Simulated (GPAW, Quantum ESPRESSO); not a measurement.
The Al K edge of atom 1 in Al (Aluminum, Fm-3m), with 12 Al at 2.86 Å (cuboctahedral, site symmetry m-3m), was computed in 2 ways: excited-electron core hole (neutral cell) and no core hole. Program and functional: Quantum ESPRESSO XSpectra, LDA, Lorentzian half width 0.3 eV up to 4 eV, rising linearly to 2.5 eV at 25 eV; cells of 1 and 8 atoms (the run without a hole in the smaller).

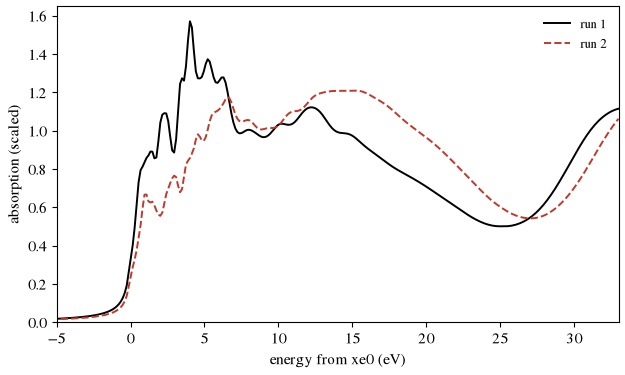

Each run is counted from its own lowest empty level or Fermi level and scaled to a mean of 1 over its first 20 eV.

Question: Which run is which?

Run 1: excited-electron core hole (neutral cell) (area from −2 to 6 eV 6.7, main maxima 1.3 eV (0.89), 4.0 eV (1.57), 5.2 eV (1.37), 6.3 eV (1.28) and 12.2 eV (1.12)). Run 2: no core hole (area from −2 to 6 eV 4.6, main maxima 1.1 eV (0.67), 2.9 eV (0.77), 4.6 eV (0.98), 6.6 eV (1.17) and 15.2 eV (1.21)). With each curve scaled to its own mean, the area from −2 to 6 eV with the hole is 6.7 against 4.6, and the centre of weight from −1 to 20 eV moves by -1.3 eV: the hole pulls the absorber's empty states down.

[Hosts, paths, dates, database ids (printed as entryN), source tags and the programs' standing remarks are cut or masked in the printed files.]

[Lists of maxima count a maximum above −3 eV only where it reaches 4 % of the highest in the window and stands out from its surroundings by 2 % of it (1.5 % where it reaches 55 %); shoulders and weaker maxima are passed over, and of the rest the first, up to two pre-edge ones and the few strongest are named.]
